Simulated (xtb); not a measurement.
# C$_{2}$H$_{4}$OSSi: frequency calculation (part 1 of 2)

- system: C$_{2}$H$_{4}$OSSi, SMILES [SiH3]OC1=CS1
- method: GFN2-xTB (xtb 6.7.1)

The geometry was optimised with GFN2-xTB.

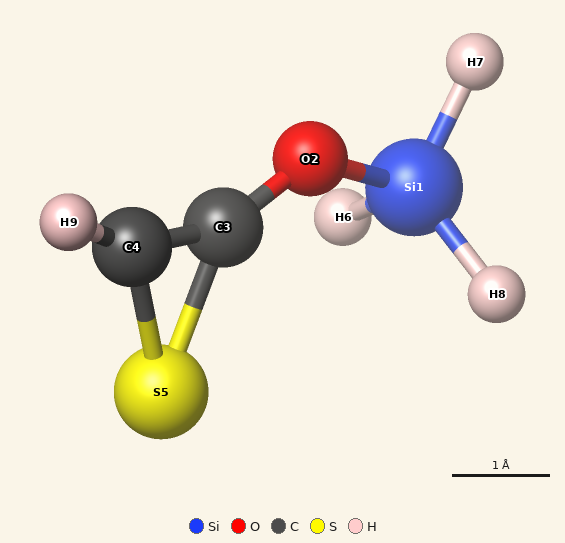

Figure 1. The input geometry (ball-and-stick view, seen at a tilt; atoms are numbered from 1 in the order of the input). Bond lengths as drawn: C–C 1.29 Å, C–H 1.06 Å, C–O 1.28 Å, C–S 1.84 to 1.86 Å, H–Si 1.45 to 1.46 Å and O–Si 1.66 Å.

**The input (mol.xyz)**
```
9

Si    -0.70645000    -0.61529300    -1.43874600
O      0.28420200    -0.64292900    -0.10882000
C      0.49682300     0.19842600     0.83069900
C      1.06842000     0.59109900     1.91322300
S     -0.12248700     1.87199700     1.28181000
H     -0.31887000     0.50558900    -2.28856000
H     -0.33582700    -1.92791900    -1.93878200
H     -2.08928600    -0.48856800    -0.99109300
H      1.72348500     0.50758900     2.74027900
```

**File xtb.inp**
```
$chrg 0
$spin 0
$symmetry
   desy=0.01
$end
```

Hardware: 1 thread of Intel Xeon @ 2.50GHz (Skylake/Cascade Lake), 189 GiB of memory available, shared host.

Command:
```bash
xtb mol.xyz --input xtb.inp --gfn2 --hess | tee mol.out
```

**Log**
```
* xtb version 6.7.1
   ID    Z sym.   atoms
    1   14 Si     1
    2    8 O      2
    3    6 C      3, 4
    4   16 S      5
    5    1 H      6-9

           -------------------------------------------------
          |                Calculation Setup                |
           -------------------------------------------------

          program call               : xtb mol.xyz --input xtb.inp --gfn2 --hess
          coordinate file            : mol.xyz
          omp threads                :                     1

           -------------------------------------------------
          |                 G F N 2 - x T B                 |
           -------------------------------------------------

      * Hamiltonian:
        H0-scaling (s, p, d)           1.850000    2.230000    2.230000
        zeta-weighting                 0.500000
      * Dispersion:
        s8                             2.700000
        a1                             0.520000
        a2                             5.000000
        s9                             5.000000
      * Repulsion:
        kExp                           1.500000    1.000000
        rExp                           1.000000
      * Coulomb:
        alpha                          2.000000
        third order                    shell-resolved
        anisotropic                    true
        a3                             3.000000
        a5                             4.000000
        cn-shift                       1.200000
        cn-exp                         4.000000
        max-rad                        5.000000

          ...................................................
          :                      SETUP                      :
          :.................................................:
          :  # basis functions                  36          :
          :  # atomic orbitals                  34          :
          :  # shells                           16          :
          :  # electrons                        28          :
          :  max. iterations                   250          :
          :  Hamiltonian                  GFN2-xTB          :
          :  restarted?                      false          :
          :  GBSA solvation                  false          :
          :  PC potential                    false          :
          :  electronic temp.          300.0000000     K    :
          :  accuracy                    1.0000000          :
          :  -> integral cutoff          0.2500000E+02      :
          :  -> integral neglect         0.1000000E-07      :
          :  -> SCF convergence          0.1000000E-05 Eh   :
          :  -> wf. convergence          0.1000000E-03 e    :
          :  Broyden damping             0.4000000          :
          :  net charge                          0          :
          :  unpaired electrons                  0          :
          ...................................................

 iter      E             dE          RMSdq      gap      omega  full diag
   1    -15.3808741 -0.153809E+02  0.891E+00    3.77       0.0  T
   2    -15.4681773 -0.873032E-01  0.558E+00    2.97       1.0  T
   3    -15.4378992  0.302780E-01  0.333E+00    3.06       1.0  T
   4    -15.4747992 -0.369000E-01  0.216E+00    2.91       1.0  T
   5    -15.4885559 -0.137567E-01  0.786E-01    2.83       1.0  T
   6    -15.4886988 -0.142857E-03  0.174E-01    2.88       1.0  T
   7    -15.4887745 -0.757666E-04  0.801E-02    2.85       1.0  T
   8    -15.4887754 -0.890056E-06  0.220E-02    2.85       1.5  T
   9    -15.4887764 -0.971967E-06  0.769E-03    2.86       4.3  T
  10    -15.4887764 -0.127823E-07  0.285E-03    2.85      11.7  T
  11    -15.4887764 -0.265240E-07  0.794E-04    2.86      42.0  T
  12    -15.4887764  0.430287E-10  0.250E-04    2.86     133.2  T

   *** convergence criteria satisfied after 12 iterations ***

         #    Occupation            Energy/Eh            Energy/eV
      -------------------------------------------------------------
         1        2.0000           -0.7989869             -21.7415
       ...           ...                  ...                  ...
         8        2.0000           -0.5447216             -14.8226
         9        2.0000           -0.4649759             -12.6526
        10        2.0000           -0.4631495             -12.6029
        11        2.0000           -0.4530503             -12.3281
        12        2.0000           -0.4404351             -11.9848
        13        2.0000           -0.4160296             -11.3207
        14        2.0000           -0.3374253              -9.1818 (HOMO)
        15                         -0.2324954              -6.3265 (LUMO)
        16                         -0.2294745              -6.2443
        17                         -0.2122592              -5.7759
        18                         -0.1971529              -5.3648
        19                         -0.1806708              -4.9163
       ...                                ...                  ...
        34                          0.9996037              27.2006
      -------------------------------------------------------------
                  HL-Gap            0.1049299 Eh            2.8553 eV
             Fermi-level           -0.2849603 Eh           -7.7542 eV

 SCC (total)                   0 d,  0 h,  0 min,  0.014 sec
 SCC setup                      ...        0 min,  0.000 sec (  0.693%)
 Dispersion                     ...        0 min,  0.000 sec (  0.604%)
 classical contributions        ...        0 min,  0.000 sec (  0.138%)
 integral evaluation            ...        0 min,  0.002 sec ( 12.741%)
 iterations                     ...        0 min,  0.008 sec ( 57.817%)
 molecular gradient             ...        0 min,  0.004 sec ( 25.851%)
 printout                       ...        0 min,  0.000 sec (  1.932%)

         :::::::::::::::::::::::::::::::::::::::::::::::::::::
         ::                     SUMMARY                     ::
         :::::::::::::::::::::::::::::::::::::::::::::::::::::
         :: total energy             -15.330007277652 Eh    ::
         :: gradient norm              0.000097459621 Eh/a0 ::
         :: HOMO-LUMO gap              2.855288448687 eV    ::
         ::.................................................::
         :: SCC energy               -15.488774133822 Eh    ::
         :: -> isotropic ES            0.034493649177 Eh    ::
         :: -> anisotropic ES         -0.000757123027 Eh    ::
         :: -> anisotropic XC          0.005670093394 Eh    ::
         :: -> dispersion             -0.006233639849 Eh    ::
         :: repulsion energy           0.158766856170 Eh    ::
         :: add. restraining           0.000000000000 Eh    ::
         :: total charge               0.000000000000 e     ::
         :::::::::::::::::::::::::::::::::::::::::::::::::::::

           -------------------------------------------------
          |                Numerical Hessian                |
           -------------------------------------------------
step length          :   0.00500
SCC accuracy         :   0.30000
Hessian scale factor :   1.00000
frozen atoms in %    :   0.00000    0
RMS gradient         :   0.00010
estimated CPU  time      0.01 min

writing file <hessian>.

 projected vibrational frequencies (cm⁻¹)
eigval :       -0.00    -0.00    -0.00     0.00     0.00     0.00
eigval :       27.33   100.50   107.82   349.77   362.98   439.73
eigval :      500.66   591.00   626.11   680.70   711.57   731.00
eigval :      782.24   803.58   810.93  1145.33  1946.06  2297.18
eigval :     2315.12  2369.11  3259.84
           -------------------------------------------------
          |                Property Printout                |
           -------------------------------------------------

    * Orbital Energies and Occupations

         #    Occupation            Energy/Eh            Energy/eV
      -------------------------------------------------------------
         1        2.0000           -0.7989873             -21.7416
         2        2.0000           -0.7325386             -19.9334
         3        2.0000           -0.7102774             -19.3276
         4        2.0000           -0.6396977             -17.4071
         5        2.0000           -0.6046928             -16.4545
         6        2.0000           -0.5767114             -15.6931
         7        2.0000           -0.5573662             -15.1667
         8        2.0000           -0.5447223             -14.8226
         9        2.0000           -0.4649765             -12.6527
        10        2.0000           -0.4631502             -12.6030
        11        2.0000           -0.4530508             -12.3281
        12        2.0000           -0.4404354             -11.9849
        13        2.0000           -0.4160298             -11.3207
        14        2.0000           -0.3374258              -9.1818 (HOMO)
        15                         -0.2324962              -6.3265 (LUMO)
        16                         -0.2294750              -6.2443
        17                         -0.2122611              -5.7759
        18                         -0.1971543              -5.3648
        19                         -0.1806720              -4.9163
        20                         -0.1789780              -4.8702
        21                         -0.0535228              -1.4564
        22                         -0.0455402              -1.2392
        23                          0.0120567               0.3281
        24                          0.0287485               0.7823
        25                          0.0421847               1.1479
       ...                                ...                  ...
        34                          0.9996033              27.2006
      -------------------------------------------------------------
                  HL-Gap            0.1049296 Eh            2.8553 eV
             Fermi-level           -0.2849610 Eh           -7.7542 eV
```
